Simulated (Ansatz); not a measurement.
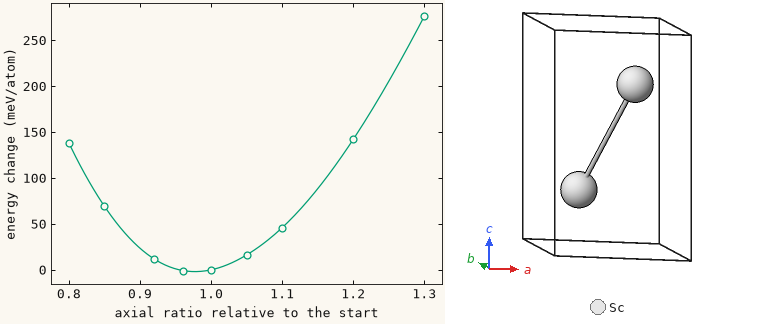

The figure shows the energy change against relative axial ratio for Sc, space group P6_3/mmc (No. 194). The cell is drawn beside the plot.

Structure:
```
CELL_PARAMETERS angstrom
3.30880 0.00000 0.00000
-1.65440 2.86550 0.00000
0.00000 0.00000 5.26800
ATOMIC_POSITIONS crystal
Sc 0.33333 0.66667 0.25000
Sc 0.66667 0.33333 0.75000
```

Calculation (Ansatz 0.2.0): deformation of a crystal at fixed volume, lengths along the axis scaled against those across it, fractional coordinates fixed, by plane-wave density functional theory with PAW datasets, free energies less that of the undisturbed cell; scalar-relativistic. Level: PBEsol, no spin polarisation.

| setting | value |
| --- | --- |
| wave cutoff | 420 eV |
| k mesh | 18×18×10 |
| occupations | Gaussian |
| smearing width | 0.15 eV |
| k shift | (0, 0, 0) (mesh steps) |
| start | as given |
| path | axial |
| axis direction | (0, 0, 1) (Cartesian unit vector) |

**Where is the energy change lowest, and are there other minima?**

The lowest computed point is at relative axial ratio 0.96 (−1 meV/atom), and no other minimum shows.

Limits of the calculation: reference crystal is not relaxed; shape and atomic fractions are frozen while scaling, which makes layered, chain and framework solids too stiff.
